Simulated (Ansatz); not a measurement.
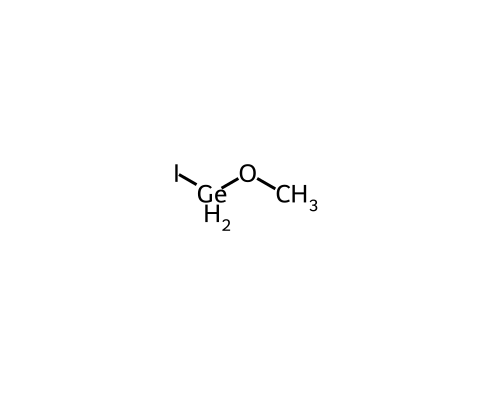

Skeletal drawing of a molecule.

Question: Give its SMILES.

Answer: C[O][GeH2][I]

Question: What is the molecular formula?

Answer: CH5GeIO.

Question: An optimisation with PBE0-D4/def2-TZVP gave a structure of which point group?

Answer: Cs. Other conformers may differ.

The parts below concern this one geometry. Atoms keep their numbers from picture to picture. The geometry was computed by an optimisation with PBE0-D4/def2-TZVP.

## Electronic properties

Properties computed with RKS r2SCAN-D4/def2-TZVPP, core potentials on I (Ansatz 0.2.0).

Question: Estimate the LUMO energy (Kohn–Sham orbital).

Answer: −1.53 eV.

Question: Give the HOMO energy (Kohn–Sham orbital) at this level.

Answer: −6.81 eV.

Question: What is the dispersion correction?

Answer: −4.5 kJ/mol.

Question: Give the dipole moment at this level.

Answer: 2.20 D.

## Vibrations

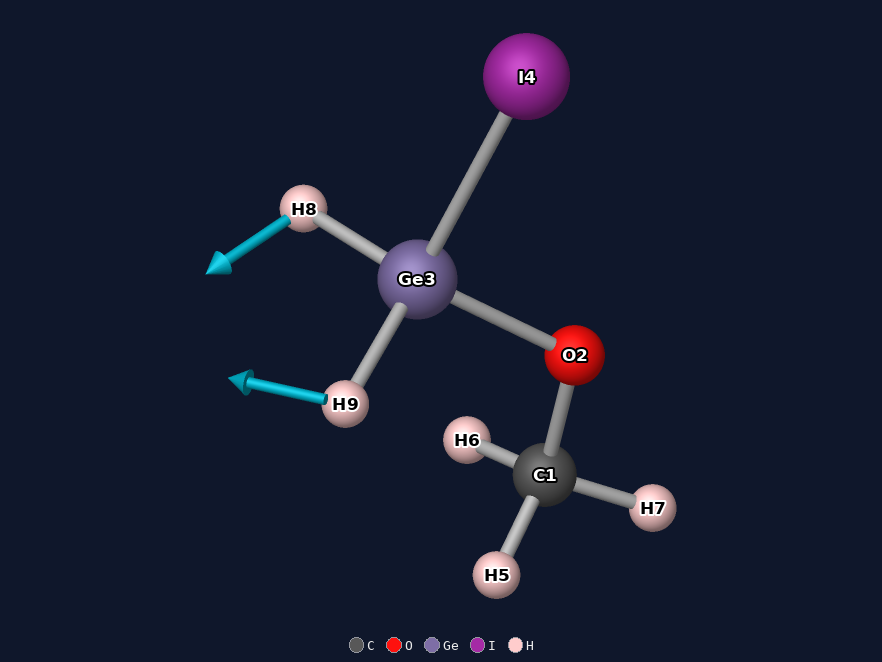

The arrows show one normal mode. Harmonic vibrations computed with RKS PBE0-D4/def2-TZVP, core potentials on I (Ansatz 0.2.0) at a stationary point of the same level.

Question: Describe the motion.

Answer: Mostly H–Ge–H bending.

Question: Estimate its harmonic wavenumber.

Answer: 862 cm⁻¹; it is mode 10 of 21 counted from the lowest.

## Charges

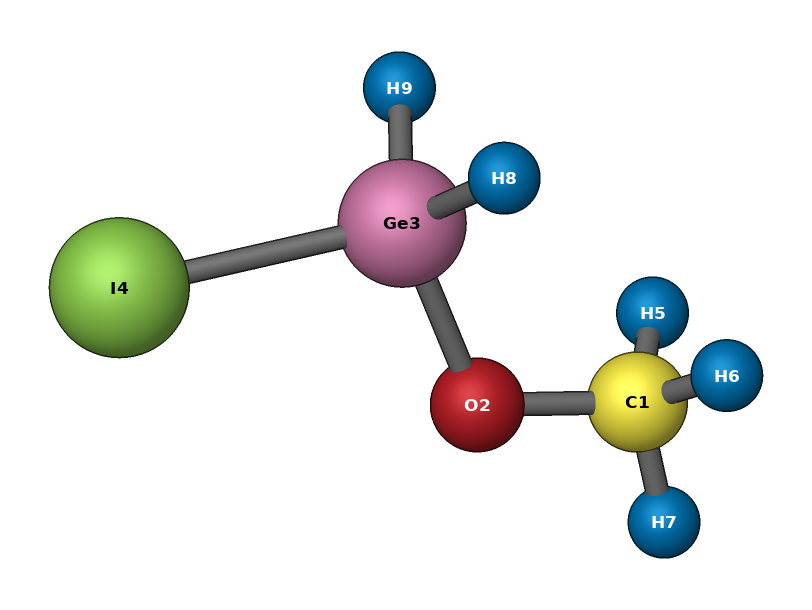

The questions are on Mulliken charges. Level of theory: RKS r2SCAN-D4/def2-TZVPP, core potentials on I (Ansatz 0.2.0).

Question: Which atom carries the highest charge (most positive or least negative)?

Answer: Ge3 (0.49 e).

Question: And the lowest?

Answer: O2 (−0.41 e).

Give the Mulliken charges atom by atom.

| atom | value (e) |
| --- | --- |
| C1 | 0.00 |
| O2 | −0.41 |
| Ge3 | 0.49 |
| I4 | −0.24 |
| H5 | 0.06 |
| H6 | 0.06 |
| H7 | 0.06 |
| H8 | −0.01 |
| H9 | −0.01 |

Mulliken values depend strongly on the basis set and can even reverse the polarity of a bond.
